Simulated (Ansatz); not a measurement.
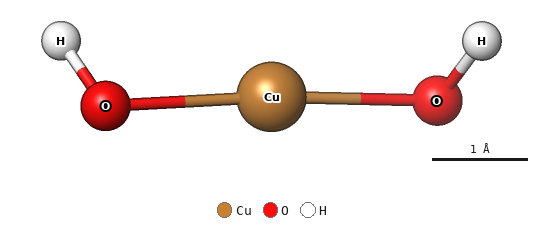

*The input geometry (ball-and-stick view, seen on its broad side). Sticks mark near contacts.*

Bond lengths as drawn: Cu–O 1.82 Å and H–O 0.97 Å.

## Molecular dynamics, with input and output: CuH2O2 (charge −1)

System: CuH2O2, charge −1.
Method: RKS r2SCAN/6-31G* (Ansatz 0.2.0).

The geometry comes from this level: r2SCAN-D4/def2-TZVPD.

### What the program printed
```
Functional definition: r2SCAN
  name "r2SCAN"
  cite "Furness, Kaplan, Ning, Perdew & Sun, J. Phys. Chem. Lett. 11, 8208 (2020) doi:10.1021/acs.jpclett.0c02405"
  cite "Furness, Kaplan, Ning, Perdew & Sun, J. Phys. Chem. Lett. 11, 9248 (2020) doi:10.1021/acs.jpclett.0c03077"
  parent r2scan
  parameter k0 = 0.174
  parameter k1 = 0.065
  parameter a1 = 4.9479
  exchange = r2scan_x(k0 = k0, k1 = k1, a1 = a1)
  correlation = r2scan_c
these checks for a lower state are left out or cut short: starts
728 factors; their error is unknown
mean field evaluation 1: about -48283.6135 eV, gradient 4.2e2 eV
mean field evaluation 2: about -47256.4796 eV, gradient 6.2e2 eV
mean field evaluation 4: about -48691.8541 eV, gradient 1.9e2 eV
mean field evaluation 8: about -48758.0100 eV, gradient 5.7e0 eV
mean field evaluation 16: about -48758.0355 eV, gradient 4.1e-3 eV
mean field -48758.03549577 eV, -1791.8247550860 hartree, gradient 9.4e-6 eV, S^2 0.000000; 0 other end points of the search recorded, 0 dependent functions left out
the calculation of the forces begins
reference -48758.03550933 eV, -1791.8247555846 hartree; 24, 24 occupied and 46, 46 virtual orbitals, 728 factors
md step     0: t =     0.00 fs  T =   500.0 K  F+E_penalty+E_count = -48758.03549577 eV  E_kin = 0.193890 eV  conserved = -48757.84160577 eV  (30 SCF iters)
these checks for a lower state are left out or cut short: starts, cluster_reference, orbital_swaps, neighbouring_geometries, increment
728 factors; their error is unknown
mean field -48758.03346082 eV, -1791.8246803031 hartree, gradient 1.1e-5 eV, S^2 0.000000; 0 other end points of the search recorded, 0 dependent functions left out
[... from here on the field's lines of each further geometry are left out, up to the last ...]
md step     1: t =     0.50 fs  T =   495.5 K  F+E_penalty+E_count = -48758.03346082 eV  E_kin = 0.192149 eV  conserved = -48757.84131165 eV  (31 SCF iters)
md step     2: t =     1.00 fs  T =   457.1 K  F+E_penalty+E_count = -48758.01797531 eV  E_kin = 0.177253 eV  conserved = -48757.84072208 eV  (31 SCF iters)
md step     3: t =     1.50 fs  T =   406.3 K  F+E_penalty+E_count = -48757.99771103 eV  E_kin = 0.157572 eV  conserved = -48757.84014040 eV  (32 SCF iters)
md step     4: t =     2.00 fs  T =   365.7 K  F+E_penalty+E_count = -48757.98157135 eV  E_kin = 0.141814 eV  conserved = -48757.83976082 eV  (29 SCF iters)
md step     5: t =     2.50 fs  T =   350.4 K  F+E_penalty+E_count = -48757.97553075 eV  E_kin = 0.135889 eV  conserved = -48757.83964855 eV  (29 SCF iters)
md step     6: t =     3.00 fs  T =   365.3 K  F+E_penalty+E_count = -48757.98142115 eV  E_kin = 0.141649 eV  conserved = -48757.83978501 eV  (29 SCF iters)
md step     7: t =     3.50 fs  T =   404.9 K  F+E_penalty+E_count = -48757.99710982 eV  E_kin = 0.157013 eV  conserved = -48757.84011776 eV  (28 SCF iters)
md step     8: t =     4.00 fs  T =   455.9 K  F+E_penalty+E_count = -48758.01732648 eV  E_kin = 0.176775 eV  conserved = -48757.84058380 eV  (29 SCF iters)
md step     9: t =     4.50 fs  T =   499.6 K  F+E_penalty+E_count = -48758.03478925 eV  E_kin = 0.193747 eV  conserved = -48757.84108756 eV  (28 SCF iters)
md step    10: t =     5.00 fs  T =   517.1 K  F+E_penalty+E_count = -48758.04191640 eV  E_kin = 0.200520 eV  conserved = -48757.84145484 eV  (28 SCF iters)
md step    11: t =     5.50 fs  T =   495.9 K  F+E_penalty+E_count = -48758.03366604 eV  E_kin = 0.192296 eV  conserved = -48757.84144171 eV  (28 SCF iters)
md step    12: t =     6.00 fs  T =   439.3 K  F+E_penalty+E_count = -48758.01116388 eV  E_kin = 0.170361 eV  conserved = -48757.84088793 eV  (29 SCF iters)
md step    13: t =     6.50 fs  T =   370.9 K  F+E_penalty+E_count = -48757.98369645 eV  E_kin = 0.143810 eV  conserved = -48757.83998304 eV  (29 SCF iters)
md step    14: t =     7.00 fs  T =   325.3 K  F+E_penalty+E_count = -48757.96537504 eV  E_kin = 0.126156 eV  conserved = -48757.83932764 eV  (29 SCF iters)
the calculation of the forces begins
reference -48757.96612564 eV, -1791.8222057808 hartree; 24, 24 occupied and 46, 46 virtual orbitals, 728 factors
these checks for a lower state are left out or cut short: starts
728 factors; their error is unknown
mean field -48757.96611214 eV, -1791.8222052845 hartree, gradient 7.2e-5 eV, S^2 0.000000; 0 other end points of the search recorded, 0 dependent functions left out
the calculation of the forces begins
reference -48757.96612564 eV, -1791.8222057808 hartree; 24, 24 occupied and 46, 46 virtual orbitals, 728 factors
md step    15: t =     7.50 fs  T =   326.9 K  F+E_penalty+E_count = -48757.96611214 eV  E_kin = 0.126761 eV  conserved = -48757.83947280 eV  (13 SCF iters)
```

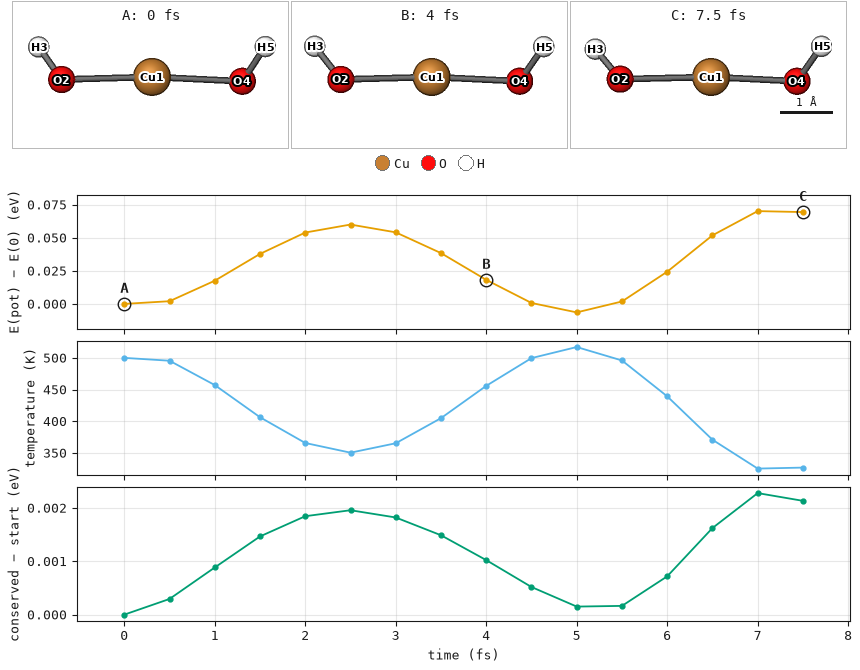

*Frames of the molecular dynamics (ball-and-stick, seen on its broad side) above the curves, on which the letters mark them.*

The trajectory kept here has 16 frames over 7.5 fs. The temperature starts at 500 K, ranges from 325 to 517 K and averages 429 K over the second half. The potential energy ends 0.069 eV above its first value. The conserved quantity stays within 0.0023 eV. After an unweighted best fit of the last frame on the first, the root-mean-square displacement is 0.04 Å.

```
Total energy: -48757.96612564 eV, -1791.8222057808 hartree
Atom 0 at    -0.191126    -0.087212    -0.017044 Å, force     0.197155     0.237458     1.917652 eV/Å
Atom 1 at    -0.274378     0.000275     1.815820 Å, force    -0.933900    -2.660800    -1.925041 eV/Å
Atom 2 at     0.002630     0.828090     2.113249 Å, force     0.875392     2.497699     0.695160 eV/Å
Atom 3 at    -0.204600    -0.265625    -1.733618 Å, force     0.316703    -0.280995    -0.934066 eV/Å
Atom 4 at     0.681300    -0.584597    -2.021947 Å, force    -0.455349     0.206638     0.246295 eV/Å
Dipole moment:     0.245811     0.113159    -0.062680 e Å
Checks for a lower state left out: starts
```

### Trajectory as extended XYZ (Å, eV, eV/Å), 16 frames, from step=0 to step=15
```
5
Properties=species:S:1:pos:R:3:forces:R:3 step=0 time_fs=0.0 energy=-48758.03550 temperature=500.0
Cu   -0.1871   -0.0934    0.0032    0.0913   0.0456  -0.0016
O    -0.2838    0.0109    1.8184   -0.1382  -0.4281  -1.0983
H     0.0136    0.8966    2.0611    0.1324   0.2870  -0.0336
O    -0.2112   -0.2579   -1.8100   -0.3952   0.1618   1.1074
H     0.6685   -0.5562   -2.0727    0.3098  -0.0663   0.0260
5
Properties=species:S:1:pos:R:3:forces:R:3 step=1 time_fs=0.5 energy=-48758.03346 temperature=495.5
Cu   -0.1874   -0.0930    0.0016    0.1011   0.0719   0.1218
O    -0.2834    0.0093    1.8190    0.1124   0.3244  -0.8935
H     0.0182    0.9101    2.0733   -0.1246  -0.4822  -0.2749
O    -0.2102   -0.2586   -1.8055   -0.6554   0.2410   1.1018
H     0.6630   -0.5566   -2.0694    0.5665  -0.1550  -0.0551
5
Properties=species:S:1:pos:R:3:forces:R:3 step=2 time_fs=1.0 energy=-48758.01798 temperature=457.1
Cu   -0.1877   -0.0926    0.0001    0.1109   0.0967   0.2469
O    -0.2831    0.0077    1.8194    0.3140   0.9334  -0.7187
H     0.0226    0.9224    2.0848   -0.3323  -1.1063  -0.4829
O    -0.2094   -0.2592   -1.8009   -0.8515   0.2988   1.0724
H     0.6589   -0.5573   -2.0661    0.7588  -0.2226  -0.1177
5
Properties=species:S:1:pos:R:3:forces:R:3 step=3 time_fs=1.5 energy=-48757.99771 temperature=406.3
Cu   -0.1880   -0.0922   -0.0014    0.1209   0.1191   0.3727
O    -0.2827    0.0062    1.8198    0.4584   1.3736  -0.5856
H     0.0261    0.9321    2.0951   -0.4824  -1.5590  -0.6448
O    -0.2087   -0.2598   -1.7960   -0.9516   0.3237   1.0083
H     0.6566   -0.5586   -2.0632    0.8546  -0.2575  -0.1507
5
Properties=species:S:1:pos:R:3:forces:R:3 step=4 time_fs=2.0 energy=-48757.98157 temperature=365.7
Cu   -0.1883   -0.0919   -0.0029    0.1311   0.1384   0.4984
O    -0.2823    0.0049    1.8201    0.5465   1.6468  -0.4975
H     0.0285    0.9381    2.1039   -0.5756  -1.8416  -0.7565
O    -0.2081   -0.2603   -1.7911   -0.9393   0.3096   0.9030
H     0.6563   -0.5605   -2.0607    0.8373  -0.2533  -0.1475
5
Properties=species:S:1:pos:R:3:forces:R:3 step=5 time_fs=2.5 energy=-48757.97553 temperature=350.4
Cu   -0.1886   -0.0915   -0.0044    0.1415   0.1542   0.6233
O    -0.2817    0.0039    1.8202    0.5817   1.7627  -0.4543
H     0.0296    0.9397    2.1109   -0.6155  -1.9636  -0.8173
O    -0.2076   -0.2608   -1.7860   -0.8185   0.2572   0.7566
H     0.6581   -0.5630   -2.0584    0.7108  -0.2105  -0.1084
5
Properties=species:S:1:pos:R:3:forces:R:3 step=6 time_fs=3.0 energy=-48757.98142 temperature=365.3
Cu   -0.1889   -0.0911   -0.0058    0.1519   0.1666   0.7471
O    -0.2811    0.0032    1.8204    0.5663   1.7276  -0.4567
H     0.0291    0.9365    2.1160   -0.6042  -1.9314  -0.8263
O    -0.2073   -0.2612   -1.7808   -0.6125   0.1740   0.5761
H     0.6616   -0.5660   -2.0565    0.4985  -0.1369  -0.0402
5
Properties=species:S:1:pos:R:3:forces:R:3 step=7 time_fs=3.5 energy=-48757.99711 temperature=404.9
Cu   -0.1891   -0.0907   -0.0072    0.1620   0.1758   0.8702
O    -0.2804    0.0027    1.8204    0.4999   1.5403  -0.5080
H     0.0272    0.9288    2.1190   -0.5414  -1.7437  -0.7809
O    -0.2071   -0.2616   -1.7755   -0.3565   0.0722   0.3730
H     0.6662   -0.5694   -2.0546    0.2360  -0.0445   0.0457
5
Properties=species:S:1:pos:R:3:forces:R:3 step=8 time_fs=4.0 energy=-48758.01733 temperature=455.9
Cu   -0.1894   -0.0903   -0.0086    0.1714   0.1823   0.9934
O    -0.2796    0.0025    1.8204    0.3800   1.1922  -0.6138
H     0.0241    0.9168    2.1202   -0.4245  -1.3927  -0.6762
O    -0.2069   -0.2620   -1.7701   -0.0887  -0.0348   0.1602
H     0.6714   -0.5728   -2.0527   -0.0382   0.0530   0.1363
5
Properties=species:S:1:pos:R:3:forces:R:3 step=9 time_fs=4.5 energy=-48758.03479 temperature=499.6
Cu   -0.1897   -0.0899   -0.0100    0.1796   0.1868   1.1179
O    -0.2788    0.0024    1.8203    0.2039   0.6753  -0.7800
H     0.0198    0.9016    2.1198   -0.2508  -0.8705  -0.5077
O    -0.2068   -0.2624   -1.7648    0.1576  -0.1352  -0.0502
H     0.6766   -0.5761   -2.0504   -0.2903   0.1435   0.2200
5
Properties=species:S:1:pos:R:3:forces:R:3 step=10 time_fs=5.0 energy=-48758.04192 temperature=517.1
Cu   -0.1899   -0.0894   -0.0113    0.1862   0.1905   1.2447
O    -0.2779    0.0024    1.8201   -0.0264  -0.0046  -1.0072
H     0.0150    0.8842    2.1182   -0.0225  -0.1837  -0.2759
O    -0.2066   -0.2629   -1.7594    0.3575  -0.2199  -0.2491
H     0.6810   -0.5791   -2.0476   -0.4949   0.2177   0.2875
5
Properties=species:S:1:pos:R:3:forces:R:3 step=11 time_fs=5.5 energy=-48758.03367 temperature=495.9
Cu   -0.1902   -0.0890   -0.0126    0.1913   0.1945   1.3745
O    -0.2770    0.0025    1.8197   -0.2971  -0.8060  -1.2825
H     0.0102    0.8664    2.1159    0.2467   0.6251   0.0057
O    -0.2063   -0.2633   -1.7541    0.4947  -0.2829  -0.4303
H     0.6842   -0.5815   -2.0441   -0.6356   0.2693   0.3326
5
Properties=species:S:1:pos:R:3:forces:R:3 step=12 time_fs=6.0 energy=-48758.01116 temperature=439.3
Cu   -0.1904   -0.0886   -0.0138    0.1946   0.2002   1.5075
O    -0.2762    0.0024    1.8191   -0.5758  -1.6304  -1.5714
H     0.0059    0.8501    2.1136    0.5239   1.4566   0.3024
O    -0.2060   -0.2638   -1.7488    0.5605  -0.3211  -0.5903
H     0.6860   -0.5833   -2.0398   -0.7033   0.2948   0.3517
5
Properties=species:S:1:pos:R:3:forces:R:3 step=13 time_fs=6.5 energy=-48757.98370 temperature=370.9
Cu   -0.1907   -0.0881   -0.0149    0.1965   0.2087   1.6431
O    -0.2755    0.0021    1.8183   -0.8104  -2.3207  -1.8160
H     0.0029    0.8373    2.1120    0.7569   2.1527   0.5569
O    -0.2056   -0.2644   -1.7436    0.5515  -0.3332  -0.7273
H     0.6860   -0.5844   -2.0346   -0.6946   0.2925   0.3433
5
Properties=species:S:1:pos:R:3:forces:R:3 step=14 time_fs=7.0 energy=-48757.96537 temperature=325.3
Cu   -0.1909   -0.0877   -0.0160    0.1973   0.2210   1.7803
O    -0.2748    0.0014    1.8172   -0.9426  -2.7020  -1.9493
H     0.0017    0.8297    2.1118    0.8869   2.5377   0.7031
O    -0.2051   -0.2650   -1.7386    0.4685  -0.3192  -0.8415
H     0.6844   -0.5848   -2.0286   -0.6102   0.2625   0.3075
5
Properties=species:S:1:pos:R:3:forces:R:3 step=15 time_fs=7.5 energy=-48757.96611 temperature=326.9
Cu   -0.1911   -0.0872   -0.0170    0.1972   0.2375   1.9177
O    -0.2744    0.0003    1.8158   -0.9339  -2.6608  -1.9250
H     0.0026    0.8281    2.1132    0.8754   2.4977   0.6952
O    -0.2046   -0.2656   -1.7336    0.3167  -0.2810  -0.9341
H     0.6813   -0.5846   -2.0219   -0.4553   0.2066   0.2463
```

This output came from the following input.

### The input
```yaml
crystal:
  periodic: [false, false, false]
  atoms:
    - {symbol: Cu, position_ang: [-0.187074, -0.093362, 0.003171]}
    - {symbol: O, position_ang: [-0.283753, 0.010916, 1.818370]}
    - {symbol: H, position_ang: [0.013574, 0.896601, 2.061118]}
    - {symbol: O, position_ang: [-0.211198, -0.257943, -1.809977]}
    - {symbol: H, position_ang: [0.668452, -0.556212, -2.072692]}
basis:
  gaussian: {orbitals: "6-31G*"}
total_charge: -1
hamiltonian: {xc: {name: r2SCAN}}
md: {timestep: 0.5 fs, n_steps: 15, ensemble: nvt_nose_hoover, temperature: 500, initial_velocities: maxwell_boltzmann, seed: 944}
scf: {omitted_lower_state_checks: [starts]}
```

Launched with:
```bash
ansatz run in.yaml --threads 4 --pin off --events-out ev --progress --plain --max-ram 3916MiB
```

### Results in brief

- outcome: finished
- mean temperature over the second half: 429 K
- trajectory: 15 steps, 7.5 fs
- ensemble: nvt_nose_hoover
- temperature in the input: 500 K
- time step: 0.5 fs
- potential energy (last step): −48757.9661 eV
- SCF solution under orbital rotations (last step): stable
- largest force (length of the vector) (last step): 3.414 eV/Å
- hardware: 4 threads of Arm Neoverse V2, 23 GiB of memory available, shared host
- wall time: 14 s (CPU time 49 s)
- peak memory: 0.13 GiB

### Notes

So short a trajectory is not equilibrated.
